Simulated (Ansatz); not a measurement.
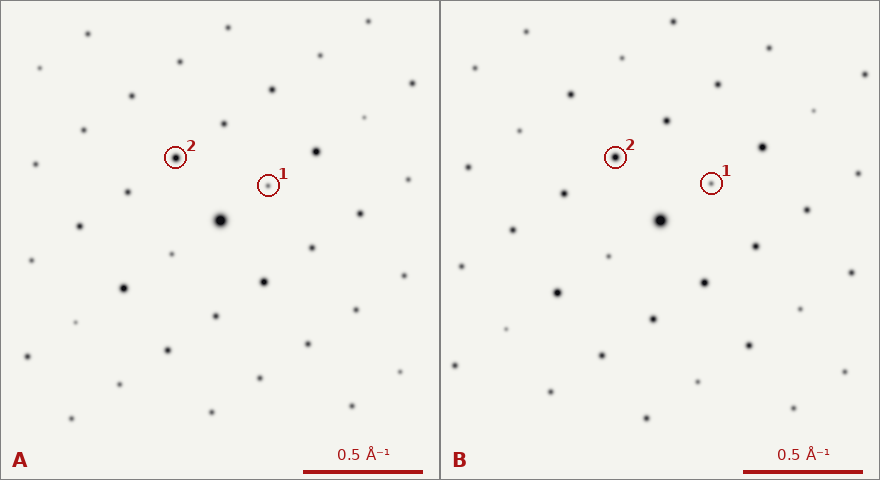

Kinematic electron diffraction patterns (300 kV, B = 0.5 Å², same scale) along [101] of the run's own cell, for the start and the end of one relaxation of VPbF3 with Ansatz 0.2.0, DFT, PAW plane waves, r2scan+U. k mesh 8×8×7. The start is a generated model structure, and the relaxation ends in the nearest stationary point of its symmetry, not necessarily the ground state. Spot 1 is 0 -1 0 and spot 2 is 1 0 -1 in both.

Start structure:

```
Pb V F
1.0
     4.00308    0.00000    0.00000
     0.00000    4.00308    0.00000
     0.00000    0.00000    4.92168
Pb V F
1 1 3
Cartesian
  0.0000 0.0000 0.0000
  2.0015 2.0015 2.7896
  2.0015 2.0015 1.0345
  2.0015 0.0000 3.3905
  0.0000 2.0015 3.3905
```

> Which pattern belongs to the start structure, and which to the relaxed one?

A is the start: its cell gives d(1) = 4.003 Å, d(2) = 3.106 Å and an angle of 90.0°. B is the relaxed structure, with d(1) = 3.757 Å (-6.1 %), d(2) = 3.069 Å (-1.2 %) and 90.0°.

> Name reflections whose intensity changes strongly on relaxation.

2 1 -2 goes from 12 to 5 % of the strongest spot; 1 1 -1 goes from 22 to 47 % of the strongest spot; 2 0 -2 goes from 18 to 37 % of the strongest spot.

> What did the relaxation do to the structure and the energy?

The volume changed by -4.8 % to 15.02 Å³ an atom; with the mean shift removed, the atoms moved by up to 0.46 Å relative to the cell (Pb most); the space group stayed P4mm (No. 99); the free energy fell by 180 meV an atom. Relaxed cell: a = 3.757 Å, b = 3.757 Å, c = 5.318 Å, α = 90.00°, β = 90.00°, γ = 90.00°.
